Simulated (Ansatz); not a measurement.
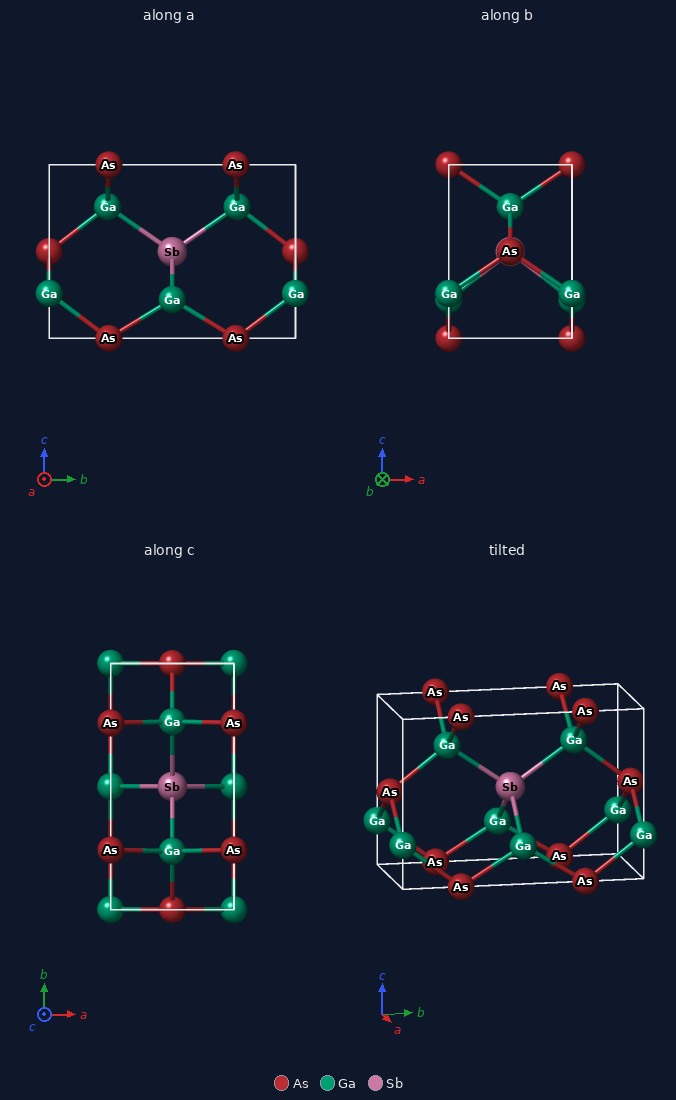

The image is a ball-and-stick drawing of a crystal, viewed along the a axis, along the b axis, along the c axis and slightly off an axis. Thin lines show the conventional unit cell, with boundary atoms drawn in all their periodic places.

Lattice parameters: a = 4.094 Å, b = 8.187 Å, c = 5.773 Å, α = 90.00°, β = 90.00°, γ = 90.00°.

Record the structure as a table of Wyckoff sites, with free fractional coordinates to two decimals.

Space group Pmm2 (No. 25).
```csv
atom,site,x,y,z
As,2g,0.00,0.24,0.00
Ga,2h,0.50,0.24,0.76
As,1c,0.50,0.00,0.50
Ga,1a,0.00,0.00,0.26
Sb,1d,0.50,0.50,0.50
Ga,1b,0.00,0.50,0.22
```

Provenance: a structure type filled with these elements by a generator (whether the compound takes this form wasn't checked). Earlier steps of the study, as a rule a relaxation of our own, may have changed the cell and positions, so they can lie some per cent off the listed ones. An electronic-structure calculation with Ansatz was run on it.
